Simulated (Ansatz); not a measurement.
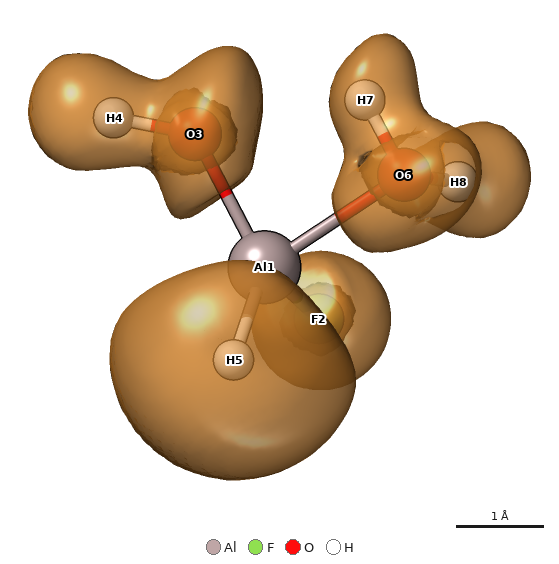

Figure 1: AlFH$_{4}$O$_{2}$. Isosurface of the electron localisation function at 0.75 (orange), seen across its widest extent. Core shells and regions of very low density are left out.

The calculation used Ansatz, RKS PBE0-D4/def2-SVP.

```yaml
atoms:
  - { symbol: Al, position_ang: [-0.1689, -0.0427, 0.2566] }
  - { symbol: F, position_ang: [-0.2644, -0.7169, 1.7978] }
  - { symbol: O, position_ang: [1.4266, 0.1279, -0.3978] }
  - { symbol: H, position_ang: [1.8659, -0.4093, -1.0561] }
  - { symbol: H, position_ang: [-1.4428, -0.1967, -0.6613] }
  - { symbol: O, position_ang: [0.0945, 1.8066, 0.9145] }
  - { symbol: H, position_ang: [1.0122, 1.8724, 0.5818] }
  - { symbol: H, position_ang: [0.1503, 1.7715, 1.8810] }
```

> Describe the localisation domains.

The surface consists of one region around a hydrogen nucleus, one region wrapped around F (its valence shell) and two joined regions spread over several atoms (H, O), in which their bonds and any lone pairs are merged. Profiles from the grid: Al–F (1.68 Å): the ELF peaks at about 0.85 in the valence shell of F, 0.6 Å from its nucleus, and is about 0.30 at the midpoint. Al–O (1.73 Å): the ELF peaks at about 0.90 in the valence shell of O, 0.6 Å from its nucleus, and is about 0.40 at the midpoint.
